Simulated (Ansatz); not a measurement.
# Calculations on CH$_{4}$BSi

Part 1: Relaxation

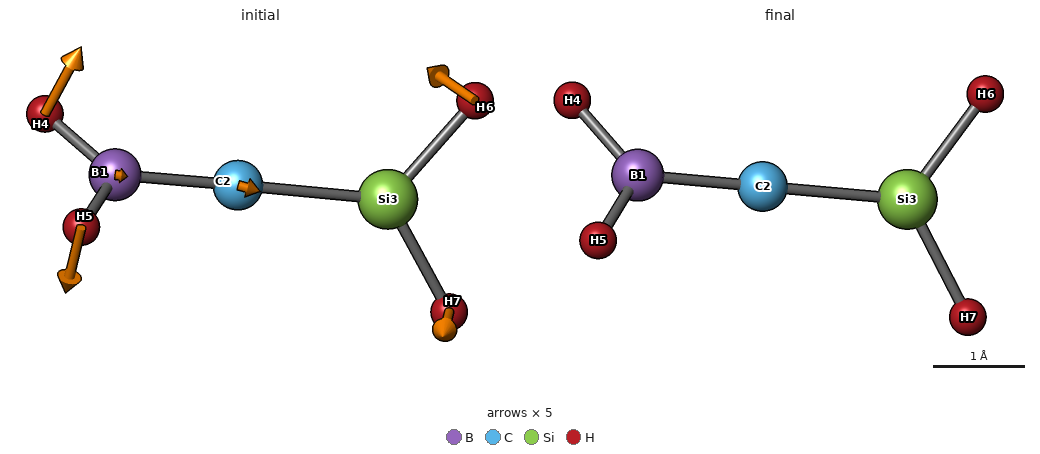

The structure of CH4BSi (multiplicity 2) before (left) and after (right) a relaxation, at one scale. The orange arrows give the displacements, 5 times their true length.

Style: ball-and-stick. Shown at a tilt.

The calculation used UKS PBE0-D4/def2-TZVP in Ansatz.

Input file:
```yaml
crystal:
  periodic: [false, false, false]
  atoms:
    - {symbol: B, position_ang: [-1.325310, -0.146050, -0.958870]}
    - {symbol: C, position_ang: [-0.175810, -0.014750, -0.110010]}
    - {symbol: Si, position_ang: [1.239210, 0.139230, 0.903370]}
    - {symbol: H, position_ang: [-2.414370, 0.031190, -0.548930]}
    - {symbol: H, position_ang: [-1.205970, -0.439620, -2.093050]}
    - {symbol: H, position_ang: [1.511200, -0.613270, 2.132240]}
    - {symbol: H, position_ang: [2.371050, 1.043270, 0.675250]}
basis:
  gaussian: {orbitals: def2-TZVP}
magnetization: {spin_polarized: true, initial_magnetization: 1}
hamiltonian: {xc: pbe0, dispersion: d4}
relax: {f_tol: 0.005, max_steps: 200}
```

Launched with:
```bash
ansatz run in.yaml --threads 2 --pin off --events-out ev --progress --plain --max-ram 4352MiB
```

**Summarise the run.**

Over 8 accepted moves (11 points after the start) the energy falls by 2.98 kcal/mol. The largest force component goes from 1.6 to 0.0026 eV/Å. The line search rejected the trial steps at points 4, 6, 8 of the run. The largest move after the best rigid fit is that of H4, 0.19 Å. By element the largest moves are H 0.19 Å, C 0.05 Å, B 0.03 Å, Si 0.01 Å. Some distances before and after: C2–Si3 1.747 → 1.690 Å, B1–H4 1.177 → 1.202 Å, B1–C2 1.435 → 1.457 Å, Si3–H6 1.466 → 1.480 Å. Among the angles between lasting bonds that change: H6–Si3–H7 107.7° → 113.8°, C2–Si3–H6 126.2° → 123.1°.

Part 2: Distortion

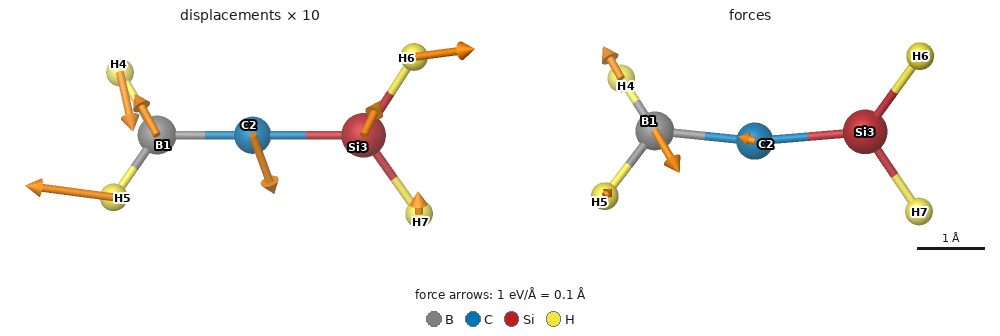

Left: CH$_{4}$BSi (multiplicity 2), with orange arrows for the displacements applied to it. Right: the displaced structure with the computed forces. Style: ball-and-stick. Shown face on.

Computed with UKS PBE-D4/def2-TZVPP (Ansatz 0.2.0). 

How do the forces relate to the distortion?

Answer. All atoms are moved at random (σ = 0.09 Å) from the PBE0-D4/def2-TZVP minimum. The energy rises by 67.7 kJ/mol. The largest force is 8 eV/Å, on B1. The forces point partly back along the displacements (cosine −0.56). At other levels of theory the same distortion costs 67.3 kJ/mol (UKS r2SCAN-D4/def2-TZVPP), 67.9 kJ/mol (UKS PBE0-D4/def2-TZVPP), 66.7 kJ/mol (UKS wB97M-V/def2-TZVPP). Some distances before and after: B1–H4 1.202 → 1.028 Å, B1–H5 1.202 → 1.310 Å, B1–C2 1.457 → 1.528 Å, Si3–H6 1.480 → 1.516 Å. Bond angles that change, for instance: B1–C2–Si3 179.9° → 169.2°, C2–Si3–H6 123.1° → 130.5°.

Part 3: Distortion

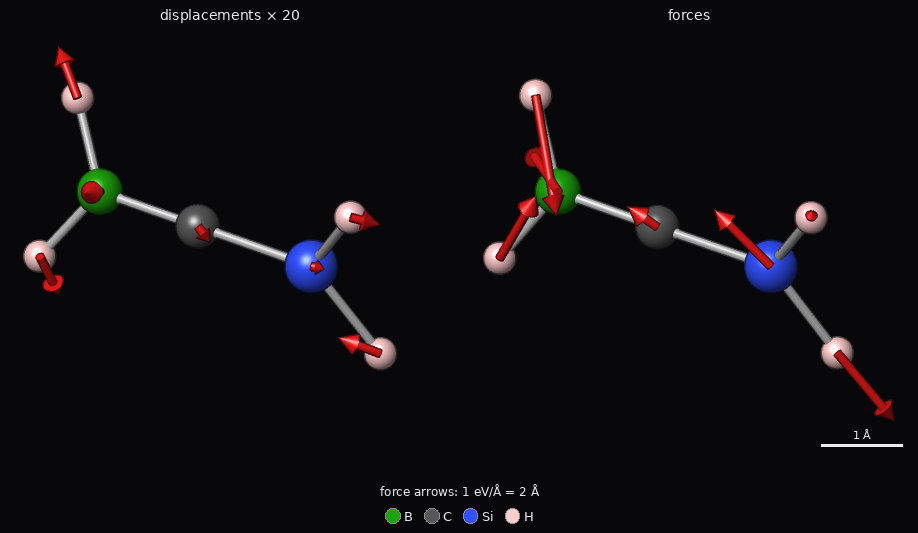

Left: CH4BSi (multiplicity 2), with red arrows for the displacements applied to it. Right: the displaced structure with the computed forces. Style: ball-and-stick. Shown at a tilt.

Method: Ansatz, UKS PBE0-D4/def2-TZVPP. 

> Describe the distortion and the response.

All atoms are moved at random (σ = 0.02 Å) from the PBE0-D4/def2-TZVP minimum. The energy rises by 0.039 eV. The largest force is 0.78 eV/Å, on an H atom. The forces mostly point back along the displacements (cosine −0.78). At other levels of theory the same distortion costs 0.035 eV (UKS PBE-D4/def2-TZVPP), 0.039 eV (UKS r2SCAN-D4/def2-TZVPP), 0.041 eV (UKS wB97M-V/def2-TZVPP). Near-neighbour distances before and after: B–H 1.202 → 1.227 to 1.237 Å, H–Si 1.480 → 1.449 to 1.476 Å, B–C 1.457 → 1.461 Å.
